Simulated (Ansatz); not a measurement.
**C₂H₇AlN₂O: basis-set convergence**

Aim: see how fast density functionals converge with the basis set for C₂H₇AlN₂O.

Method: one geometry, several basis sets; program: Ansatz 0.2.0, Gaussian basis.

Levels to be run: PBE0-D4/def2-SVP; ωB97M-V/def2-SVP; PBE0-D4/def2-QZVPP; ωB97M-V/def2-QZVPP; the functionals' def2-TZVPP values are taken from earlier runs.

## (1) The relaxed structure

All runs share one geometry, relaxed beforehand with PBE0-D4/def2-TZVP.

SMILES `[CH3][Al]([OH])[C](=N)N`, 13 atoms, charge 0, spin multiplicity 1.

Atoms are counted from 1 here; the program's logs count them from 0.

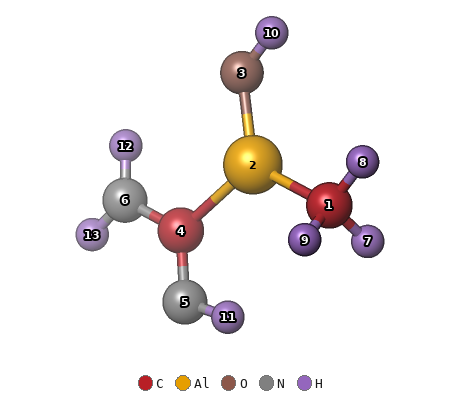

The geometry (carbon red, aluminium amber, oxygen brown, nitrogen grey, hydrogen purple); atoms are numbered from 1 in the order of the file.

## (2) PBE0-D4 in def2-SVP

in.yaml reads:

```yaml
crystal:
  periodic: [false, false, false]
  atoms:
    - {symbol: C, position_ang: [0.025475, -2.161637, 0.234873]}
    - {symbol: Al, position_ang: [0.550930, -0.337243, -0.187342]}
    - {symbol: O, position_ang: [2.019521, 0.116630, -0.913608]}
    - {symbol: C, position_ang: [-0.656204, 1.176313, 0.181537]}
    - {symbol: N, position_ang: [-1.840472, 0.988160, 0.647996]}
    - {symbol: N, position_ang: [-0.228903, 2.448588, -0.043517]}
    - {symbol: H, position_ang: [-0.846875, -2.465731, -0.352492]}
    - {symbol: H, position_ang: [0.823279, -2.881000, 0.034888]}
    - {symbol: H, position_ang: [-0.254291, -2.259878, 1.288287]}
    - {symbol: H, position_ang: [2.722495, -0.477080, -1.169859]}
    - {symbol: H, position_ang: [-2.022627, -0.000076, 0.798238]}
    - {symbol: H, position_ang: [0.619265, 2.614037, -0.551981]}
    - {symbol: H, position_ang: [-0.891292, 3.204217, 0.047681]}
basis:
  gaussian: {orbitals: def2-SVP}
hamiltonian: {xc: pbe0, dispersion: d4}
output: {orbitals: {seedname: orbitals}}
```

What it wrote:

```text
Functional definition: PBE0
  name "PBE0"
  cite "Adamo & Barone, J. Chem. Phys. 110, 6158 (1999) doi:10.1063/1.478522"
  cite "Perdew, Burke & Ernzerhof, Phys. Rev. Lett. 77, 3865 (1996) doi:10.1103/PhysRevLett.77.3865"
  parent pbe
  parameter a = 0.25
  parameter kappa = 0.804
  parameter beta = 0.06672455060314922
  exchange = (1 - a)*pbe_x(kappa = kappa, mu = beta*pi^2/3) + a*exact_x
  correlation = pbe_c(beta = beta)
1435 factors; their error is unknown
mean field evaluation 1: about -13780.4333 eV, gradient 8.3e1 eV
mean field evaluation 2: about -13765.9853 eV, gradient 1.2e2 eV
mean field evaluation 4: about -13794.5852 eV, gradient 6.1e0 eV
mean field evaluation 8: about -13794.6616 eV, gradient 1.6e-1 eV
mean field evaluation 16: about -13794.7503 eV, gradient 1.9e-4 eV
mean field -13794.75029906 eV, -506.9477230728 hartree, gradient 1.8e-5 eV, S^2 0.000000; 0 other end points of the search recorded, 0 dependent functions left out
reference -13794.75033038 eV, -506.9477242238 hartree; 27, 27 occupied and 96, 96 virtual orbitals, 1435 factors
Total energy: -13794.96770491 eV, -506.9557125905 hartree
```

Wall time 1.5 s (4 threads of Arm Neoverse V2, shared host); peak memory 0.3 GiB.

## (3) ωB97M-V in def2-SVP

Changes to in.yaml since step 2:

```diff
@@ -18,3 +18,3 @@
   gaussian: {orbitals: def2-SVP}
-hamiltonian: {xc: pbe0, dispersion: d4}
+hamiltonian: {xc: {name: wB97M-V}}
 output: {orbitals: {seedname: orbitals}}
```

What it wrote, cut to the lines that bear on the results:

```text
Functional definition: wB97M-V
  name "wB97M-V"
  cite "Mardirossian & Head-Gordon, J. Chem. Phys. 144, 214110 (2016) doi:10.1063/1.4952647"
  cite "Becke, J. Chem. Phys. 107, 8554 (1997) doi:10.1063/1.475007"
  cite "Vydrov & Van Voorhis, J. Chem. Phys. 133, 244103 (2010) doi:10.1063/1.3521275"
  # Of w^i u^j: cxij and so on, Table III.
[...]
  gx(w, u) = 1 - cx + cx01*u + cx10*w
  gss(w, u) = css00 + css04*u^4 + css10*w + css20*w^2 + css43*w^4*u^3
  gos(w, u) = cos00 + cos10*w + (cos20 + cos21*u)*w^2 + (cos60 + cos61*u)*w^6
[...]
      + integral(e_c_pw_mod_opposite_spin*gos(b97_w_opposite, b97_u_opposite)) + vv10(b, c)
1416 factors; their error is unknown
346 factors; integrals over basis functions are off by at most 1.1e-5 eV
[...]
mean field -13802.71109426 eV, -507.2402769006 hartree, gradient 2.2e-5 eV, S^2 0.000000; 0 other end points of the search recorded, 0 dependent functions left out
reference -13802.71114289 eV, -507.2402786875 hartree; 27, 27 occupied and 96, 96 virtual orbitals, 1416 factors
Total energy: -13802.71114289 eV, -507.2402786875 hartree
```

It took 5.5 s on 4 threads of Arm Neoverse V2, shared host; peak memory 0.41 GiB.

## (4) PBE0-D4 in def2-QZVPP

Changes to in.yaml since step 3:

```diff
@@ -17,4 +17,4 @@
 basis:
-  gaussian: {orbitals: def2-SVP}
-hamiltonian: {xc: {name: wB97M-V}}
+  gaussian: {orbitals: "def2-QZVPP.json"}
+hamiltonian: {xc: pbe0, dispersion: d4}
 output: {orbitals: {seedname: orbitals}}
```

What it wrote:

```text
Functional definition: PBE0
  name "PBE0"
  cite "Adamo & Barone, J. Chem. Phys. 110, 6158 (1999) doi:10.1063/1.478522"
  cite "Perdew, Burke & Ernzerhof, Phys. Rev. Lett. 77, 3865 (1996) doi:10.1103/PhysRevLett.77.3865"
  parent pbe
  parameter a = 0.25
  parameter kappa = 0.804
  parameter beta = 0.06672455060314922
  exchange = (1 - a)*pbe_x(kappa = kappa, mu = beta*pi^2/3) + a*exact_x
  correlation = pbe_c(beta = beta)
1717 factors; their error is unknown
mean field evaluation 1: about -13787.2360 eV, gradient 1.0e2 eV
mean field evaluation 2: about -13763.0768 eV, gradient 1.4e2 eV
mean field evaluation 4: about -13806.1147 eV, gradient 1.0e1 eV
mean field evaluation 8: about -13806.3305 eV, gradient 3.5e-1 eV
mean field evaluation 16: about -13806.3389 eV, gradient 2.9e-4 eV
mean field -13806.33889450 eV, -507.3735961001 hartree, gradient 3.3e-5 eV, S^2 0.000000; 0 other end points of the search recorded, 0 dependent functions left out
reference -13806.33893854 eV, -507.3735977185 hartree; 27, 27 occupied and 538, 538 virtual orbitals, 1717 factors
Total energy: -13806.55631307 eV, -507.3815860852 hartree
```

It took 12 s on 4 threads of Arm Neoverse V2, shared host; peak memory 2.2 GiB.

## (5) ωB97M-V in def2-QZVPP

Changes to in.yaml since step 4:

```diff
@@ -18,3 +18,3 @@
   gaussian: {orbitals: "def2-QZVPP.json"}
-hamiltonian: {xc: pbe0, dispersion: d4}
+hamiltonian: {xc: {name: wB97M-V}}
 output: {orbitals: {seedname: orbitals}}
```

What it wrote, cut to the lines that bear on the results:

```text
Functional definition: wB97M-V
  name "wB97M-V"
  cite "Mardirossian & Head-Gordon, J. Chem. Phys. 144, 214110 (2016) doi:10.1063/1.4952647"
  cite "Becke, J. Chem. Phys. 107, 8554 (1997) doi:10.1063/1.475007"
  cite "Vydrov & Van Voorhis, J. Chem. Phys. 133, 244103 (2010) doi:10.1063/1.3521275"
  # Of w^i u^j: cxij and so on, Table III.
[...]
  gx(w, u) = 1 - cx + cx01*u + cx10*w
  gss(w, u) = css00 + css04*u^4 + css10*w + css20*w^2 + css43*w^4*u^3
  gos(w, u) = cos00 + cos10*w + (cos20 + cos21*u)*w^2 + (cos60 + cos61*u)*w^6
[...]
      + integral(e_c_pw_mod_opposite_spin*gos(b97_w_opposite, b97_u_opposite)) + vv10(b, c)
1674 factors; their error is unknown
467 factors; integrals over basis functions are off by at most 1.0e-5 eV
[...]
mean field -13814.57436357 eV, -507.6762440062 hartree, gradient 1.9e-5 eV, S^2 0.000000; 0 other end points of the search recorded, 0 dependent functions left out
reference -13814.57443394 eV, -507.6762465926 hartree; 27, 27 occupied and 538, 538 virtual orbitals, 1674 factors
Total energy: -13814.57443394 eV, -507.6762465926 hartree
```

It took 28 s on 4 threads of Arm Neoverse V2, shared host; peak memory 2.7 GiB.

## (6) Density functionals: the series

The def2-TZVPP values come from earlier runs at the same geometry.

| functional | basis | functions | energy (eV) | from the largest (eV) | HOMO (eV) | LUMO (eV) |
| --- | --- | --- | --- | --- | --- | --- |
| PBE0-D4 | def2-SVP | 123 | -13794.9677 | 11.589 | -6.24 | -0.54 |
| PBE0-D4 | def2-TZVPP | 295 | -13805.9172 | 0.639 | -6.57 | -0.74 |
| PBE0-D4 | def2-QZVPP | 565 | -13806.5563 | 0.000 | -6.64 | -0.81 |
| ωB97M-V | def2-SVP | 123 | -13802.7111 | 11.863 | -8.50 | 1.26 |
| ωB97M-V | def2-TZVPP | 295 | -13813.9633 | 0.611 | -8.88 | 0.97 |
| ωB97M-V | def2-QZVPP | 565 | -13814.5744 | 0.000 | -8.95 | 0.67 |

## (7) Results

```
                                       quantity           value
PBE0-D4: double and triple zeta above quadruple  11.59, 0.64 eV
ωB97M-V: double and triple zeta above quadruple  11.86, 0.61 eV
```

In words: For PBE0-D4 the step from double to triple zeta gains 10.95 eV and the next only 0.64 eV. These are total energies; as a rule much of such shifts cancels in differences, which this series doesn't test. The LUMO of ωB97M-V is positive and keeps falling with the basis (1.26 to 0.67 eV): an unbound level that the basis holds in place.

For PBE0-D4 the largest set took about 8 times as long as the smallest (12 s against 1.5 s).
